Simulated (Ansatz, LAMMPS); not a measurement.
# Settings and their price: amorphous polyoxymethylene (as short chains C22O21H46) at 500 K (178 atoms)

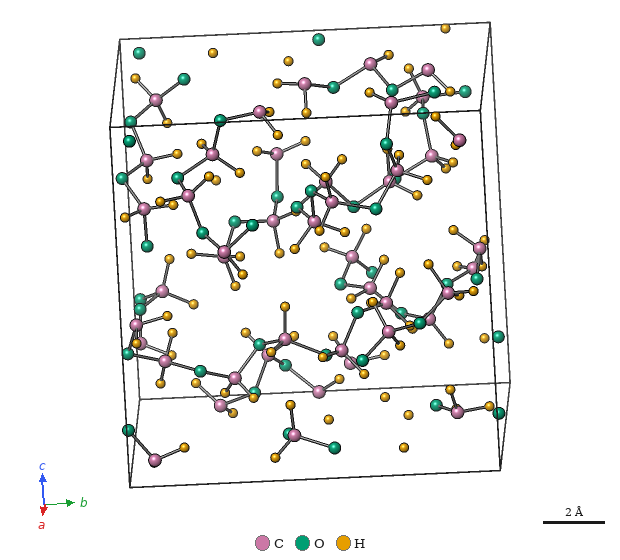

The cell (carbon pink, oxygen teal, hydrogen orange). Bonds to atoms that aren't drawn are left out. Some periodic images of atoms are drawn too.

Density of this cell: 1.17 g/cm³. The cell holds 178 atoms: 44 C, 42 O and 92 H. Its edges and angles: a = 12.244 Å, b = 12.244 Å, c = 12.244 Å, α = 90.0°, β = 90.0°, γ = 90.0°. 2 polyoxymethylene chains of 20 units with methyl end groups placed at random, at 1.17 g/cm³; overlaps pushed apart, then 20 ps at 800 K with MMFF94 bonds, angles, torsions, charges and radii (Halgren, J. Comput. Chem. 17, 490 (1996)) in harmonic and 12-6 forms. Snapshot after 30 ps at 500 K and fixed volume.

Geometry: as built.

Reference run: Kohn-Sham DFT, PBE+D4, PAW (set soft_2), plane waves (Ansatz 0.2.0), cutoff 750 eV, Γ point, fixed occupations.

```
r.m.s. force component                           : 1.14 eV/Å
gap (highest filled to lowest empty level) : 4.694 eV
SCF cycles                                       : 10
time                                             : 19 s on 8 threads of Arm Neoverse V2, shared host
```

**Question.** The same geometry is run again with each of these changes. How far do the results move, and how long does each run take?
- support functions medium
- support functions low
- support functions high
- support functions medium, radius 3.31 Å
- support functions medium, radius 3.58 Å
- support functions medium, radius 3.82 Å
- support functions medium, radius 4.09 Å
- support functions medium, radius 4.6 Å
- support functions medium, radius 5.11 Å

Each row is set against the run with plane waves at 750 eV (Kohn-Sham DFT, PBE+D4, PAW (set soft_2), plane waves; r.m.s. force component 1.14 eV/Å). Energies are set beside the reference only for runs with its functional, potentials and electron count. Times are for 8 threads of Arm Neoverse V2, shared host.

| run | Δ force, r.m.s. (meV/Å) | share of r.m.s. force (%) | Δ energy (meV/atom) | Δ gap (eV) | cycles | time | host memory (GiB) |
| --- | --- | --- | --- | --- | --- | --- | --- |
| reference | - | - | - | - | 10 | 19 s | 5.2 |
| support functions medium | 0.486 | 0.0427 | -0.590 | 0 | 13 | 60 s | 4.7 |
| support functions low | 0.565 | 0.0495 | -0.591 | 0.002 | 11 | 54 s | 4.6 |
| support functions high | 0.353 | 0.0309 | -0.655 | 0 | 17 | 5.2 min | 12 |
| support functions medium, radius 3.31 Å | 0.504 | 0.0442 | -0.590 | 0 | 13 | 57 s | 4.6 |
| support functions medium, radius 3.58 Å | 0.451 | 0.0396 | -0.590 | 3.0e-4 | 13 | 73 s | 5.0 |
| support functions medium, radius 3.82 Å | 0.422 | 0.037 | -0.590 | 4.0e-4 | 13 | 83 s | 5.4 |
| support functions medium, radius 4.09 Å | 0.393 | 0.0345 | -0.590 | 4.0e-4 | 13 | 100 s | 6.0 |
| support functions medium, radius 4.6 Å | 0.395 | 0.0347 | -0.590 | 0.0011 | 12 | 2.4 min | 7.4 |
| support functions medium, radius 5.11 Å | 0.39 | 0.0343 | -0.590 | 0.0011 | 12 | 3.6 min | 9.5 |

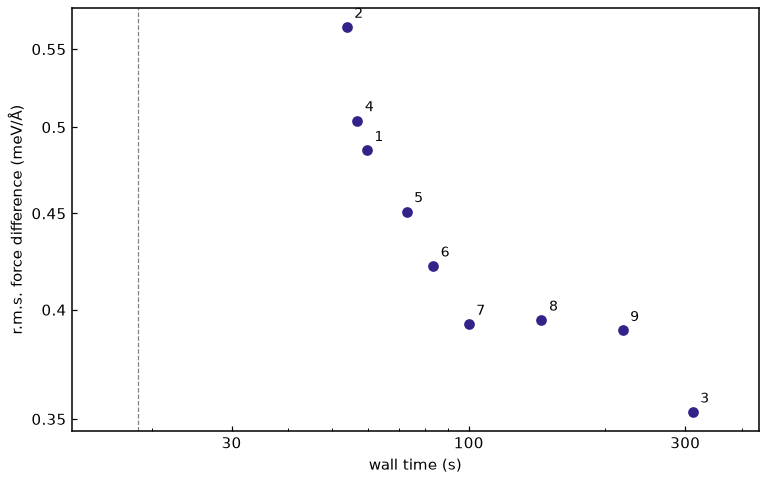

Force difference from the reference against wall time; the dashed line marks the reference's time. Points: 1 support functions medium; 2 support functions low; 3 support functions high; 4 support functions medium, radius 3.31 Å; 5 support functions medium, radius 3.58 Å; 6 support functions medium, radius 3.82 Å; 7 support functions medium, radius 4.09 Å; 8 support functions medium, radius 4.6 Å; 9 support functions medium, radius 5.11 Å.

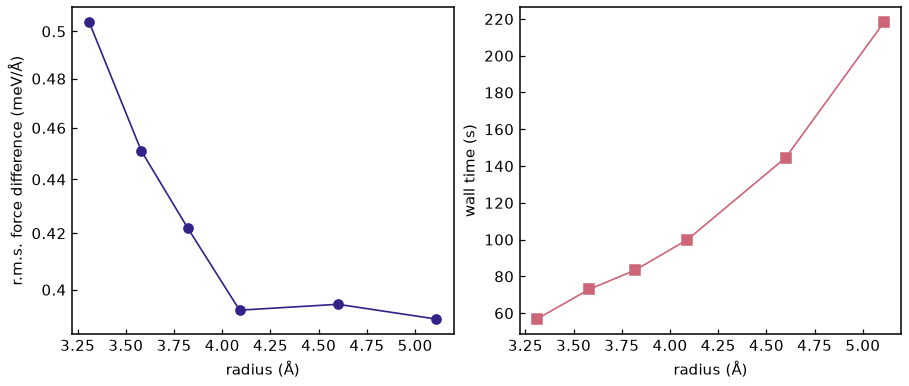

Force difference and time against the radius.

Among numerical settings the force difference runs from 0.35 meV/Å (support functions high) to 0.56 meV/Å (support functions low). At 178 atoms the fastest of the runs at a preset level, support functions low, takes 2.9 times the time of plane waves, in 11 SCF cycles against 10. Differences between support functions and plane waves include what basis error the plane-wave run still has. As the radius goes from 3.31 to 5.11 Å, the force difference goes from 0.50 to 0.39 meV/Å, and the time from 57 s to 3.6 min. 

[Logs are printed without paths, hosts, clocks, repeated set-up lines and the standing remarks that a program may print on its own settings, such as how far it seeks lower states.]

[Hosts, paths, dates, database ids (printed as entryN), source tags and the programs' standing remarks are cut or masked in the printed files.]

[The MMFF94 radii named for the starting cell were scaled by 0.96; in molecules described by MMFF94, hydrogen bound to N, O or S took a small fixed 12-6 site in their place.]
